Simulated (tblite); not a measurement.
# C7H15B: the cost of one run

Programs: tblite 0.8.0 and PySCF 2.14.0, with density-fitted response routines of our own. Each step states its level of theory. These are calculated values for one molecule in the gas phase, unless marked as measured. Atoms count from 0, in the outputs and in this text.

## 1. Starting geometry

23 atoms, charge 0, multiplicity 1; geometry from: force field or distance geometry start.

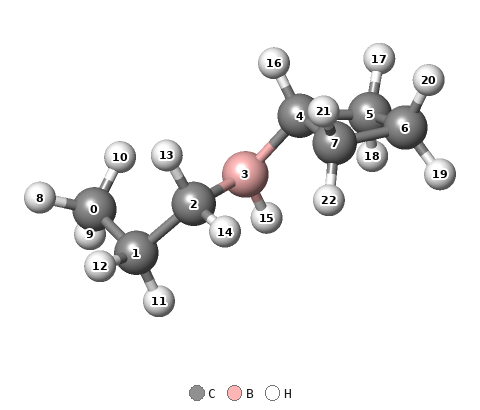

As it starts; carbon grey, boron pink, hydrogen white, atoms numbered.

## 2. Geometry optimisation with GFN2-xTB

Job settings and geometry (Å):

```
{"job": {"kind": "relax", "xc": "GFN2-xTB", "basis": "xTB"}, "charge": 0, "multiplicity": 1}
C     -3.182700     0.352000     0.162200
C     -2.487900    -0.836000    -0.423300
C     -1.068900    -0.838000     0.152600
B     -0.264600     0.485900    -0.230400
C      1.148300     0.605800     0.500700
C      2.199700     1.361700    -0.290400
C      3.044500     0.124800    -0.219100
C      1.886800    -0.702500     0.336200
H     -3.959800     0.020200     0.912200
H     -3.640200     1.015000    -0.605900
H     -2.454100     0.947200     0.739600
H     -2.482300    -0.859400    -1.518700
H     -2.997600    -1.746500    -0.022600
H     -1.152700    -0.808500     1.271100
H     -0.520800    -1.692200    -0.206500
H     -0.326900     0.785600    -1.365900
H      1.028400     0.987900     1.530700
H      2.612500     2.171300     0.359900
H      1.821400     1.645200    -1.263400
H      3.366800    -0.243400    -1.201800
H      3.842500     0.144500     0.548400
H      2.092700    -1.239700     1.280500
H      1.490300    -1.380900    -0.436000
```

Run with:

```console
$ OMP_NUM_THREADS=1 python probes_run.py task.json out
```

One launch serves the whole session: the jobs run in the order shown.

**Question.** How long does this first job take on 1 thread of Arm Neoverse N1, shared host, and how much memory does it need?

About 2.3 s, with a peak of 0.18 GiB.
